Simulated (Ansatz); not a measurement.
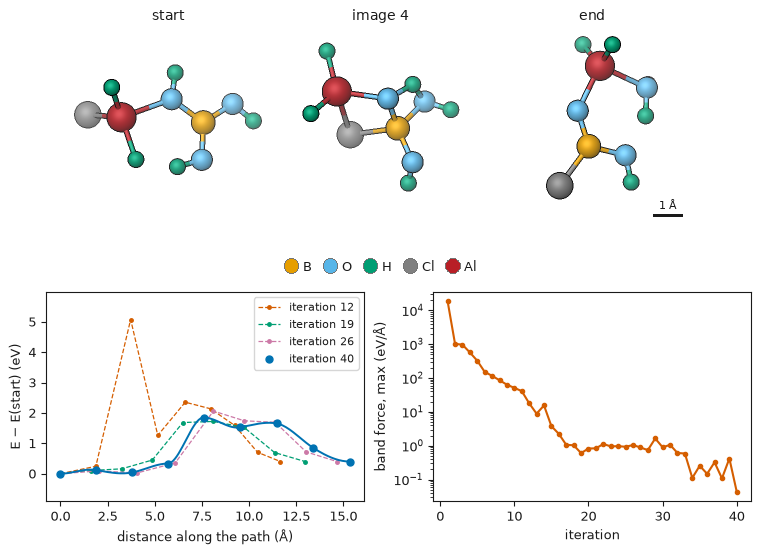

A search for the minimum-energy path of AlBH5O3Cl by the nudged elastic band. Images are numbered from 0 (start) to 8 (end). The plot follows the band through its iterations. Style: ball-and-stick. Shown at a tilt.

All numbers below come from RKS PBE/def2-SVP (Ansatz). Run with 7 movable images; climbing image; force threshold 0.05 eV/Å; iteration limit 60; starting path through a guess of the saddle point.

Did the band converge, and can the barrier be trusted?

The run is converged, with reservations. The band converged in 40 iterations. The largest component of the band force went from 19000 to 0.043 eV/Å. The climbing image converged on the top of the path. Its vibrational analysis gives one imaginary mode (1141i cm⁻¹), as a transition state must have. The first iteration put the highest image at 1275.63 eV. Forward barrier 1.85 eV, backward barrier 1.45 eV, with image 4 at the top; the reaction energy is +0.40 eV. The profile has 3 maxima (images 1, 4, 6) with a dip at image 2, 5 (+0.04 eV, +1.53 eV), so the process runs in steps.

The run took 6 min on 4 threads of Arm Neoverse V2, with other jobs on the host, peak memory 0.17 GiB.
